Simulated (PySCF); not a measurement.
# PH2 (SMILES [PH2]) at UCCSDT/6-31G

What is the vertical doublet–quartet gap of PH2 at UCCSDT/6-31G? 

Program for the calculation: PySCF 2.14.0.

13 further runs of the same task are left out: 2 that didn't finish, 11 set aside as unsound or not needed.

## (1) The molecule

PH2 has 3 atoms, charge 0, and is taken as a doublet. As SMILES, `[PH2]`. The shape is that of a GFN2-xTB optimisation.

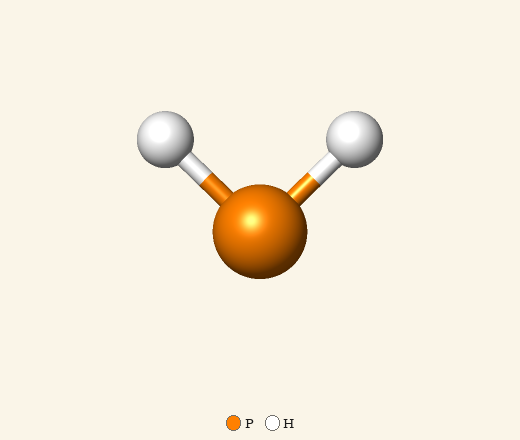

The structure, seen from a chosen angle (phosphorus orange, hydrogen white).

## (2) A single-point energy at UCCSDT/6-31G

Contents of calc.py:

```python
from pyscf import gto, cc

mol = gto.M(
    atom='''
P    0.514470  -0.302750   0.252680
H    0.111510   1.027360   0.172420
H   -0.625980  -0.724620  -0.425100
''',
    spin=1,
    max_memory=1860,
    verbose=3,
    basis='6-31g',
    charge=0,
)

mf = mol.UHF()
mf.conv_tol = 1e-10
mf.kernel()
if not mf.converged:
    mf = mf.newton().run(mf.mo_coeff, mf.mo_occ)

mycc = cc.CCSDT(mf, frozen=5)
mycc.kernel()
energy = mycc.e_tot
print('Final energy', energy)
```

The run is started by

```console
$ OMP_NUM_THREADS=1 python calc.py
```

Output:

```text
converged SCF energy = -341.809554959783  <S^2> = 0.75716321  2S+1 = 2.0071504
_make_eris_incore_UCCSDT

WARN: A large `blksize_v_aaa` is being used, which may cause large memory consumption
      for storing contraction intermediates. If memory is sufficient, consider using
      `pyscf.cc.uccsdt_highm.UCCSDT` instead.

WARN: A large `blksize_v_aab` is being used, which may cause large memory consumption
      for storing contraction intermediates. If memory is sufficient, consider using
      `pyscf.cc.uccsdt_highm.UCCSDT` instead.

UCCSDT converged
E(UCCSDT) = -341.8730678200191   E_corr = -0.06351286023640995
E_corr(same-spin) = -0.00492784350857318
E_corr(oppo-spin) = -0.0585850167278368
Final energy -341.87306782001906
```

It took 1.1 s on 1 thread of Intel Xeon Platinum 8488C (Sapphire Rapids), shared host; peak memory 0.12 GiB.

## (3) The quartet

Contents of geometry.xyz:

```xyz
3
H2P
P      0.514470    -0.302750     0.252680
H      0.111510     1.027360     0.172420
H     -0.625980    -0.724620    -0.425100
```

Contents of input.py:

```python
from pyscf import gto, scf, cc

mol = gto.M(
    atom='geometry.xyz',
    spin=3,
    verbose=3,
    max_memory=1860,
    basis='6-31g',
)

mf = scf.UHF(mol)
mf.conv_tol = 1e-10
mf.kernel()
if not mf.converged:
    mf = mf.newton().run(mf.mo_coeff, mf.mo_occ)

mycc = cc.CCSDT(mf, frozen=5)
mycc.kernel()
etot = mycc.e_tot
print('E = %.10f Eh' % etot)
```

The run is started by

```console
$ OMP_NUM_THREADS=1 python input.py
```

Output:

```text
WARN: HOMO 0.130046336935483 >= LUMO -0.325338633831701

converged SCF energy = -341.576119741279  <S^2> = 3.7525023  2S+1 = 4.001251
_make_eris_incore_UCCSDT

WARN: A large `blksize_v_aaa` is being used, which may cause large memory consumption
      for storing contraction intermediates. If memory is sufficient, consider using
      `pyscf.cc.uccsdt_highm.UCCSDT` instead.

WARN: A large `blksize_v_aab` is being used, which may cause large memory consumption
      for storing contraction intermediates. If memory is sufficient, consider using
      `pyscf.cc.uccsdt_highm.UCCSDT` instead.

UCCSDT converged
E(UCCSDT) = -341.6297568521083   E_corr = -0.05363711082940574
E_corr(same-spin) = -0.00594949567199108
E_corr(oppo-spin) = -0.0476876151574147
E = -341.6297568521 Eh
```

Wall time 1 s (1 thread of Intel Xeon Platinum 8488C (Sapphire Rapids), shared host); peak memory 0.11 GiB.

## (4) Summary of results

Level: UCCSDT/6-31G, 5 core orbitals frozen.

| quantity | value |
| --- | --- |
| doublet: total energy | -341.87307 Eh |
| doublet: dipole moment (Hartree–Fock density) | 1.25 D |
| doublet: HOMO energy (Hartree–Fock orbitals) (highest over α and β) | -10.28 eV |
| doublet: LUMO energy (Hartree–Fock orbitals) (lowest over α and β) | 0.83 eV |
| doublet: correlation energy (5 core orbitals frozen) | -63.5 mEh |
| doublet: ⟨S²⟩ of the reference determinant | 0.757 |
| doublet: T1 diagnostic | 0.007 |
| quartet: total energy | -341.62976 Eh |
| quartet: dipole moment (Hartree–Fock density) | 0.33 D |
| quartet: HOMO energy (Hartree–Fock orbitals) (highest over α and β) | -3.77 eV |
| quartet: LUMO energy (Hartree–Fock orbitals) (lowest over α and β) | -1.11 eV |
| quartet: correlation energy (5 core orbitals frozen) | -53.6 mEh |
| quartet: ⟨S²⟩ of the reference determinant | 3.753 |
| quartet: T1 diagnostic | 0.011 |
| vertical energy of the quartet above the doublet | 6.621 eV |

At this shape the quartet lies 6.62 eV (153 kcal/mol) above the doublet. Mulliken charges (quartet) of the mean-field density run from -0.14 on H2 to +0.29 on P1.
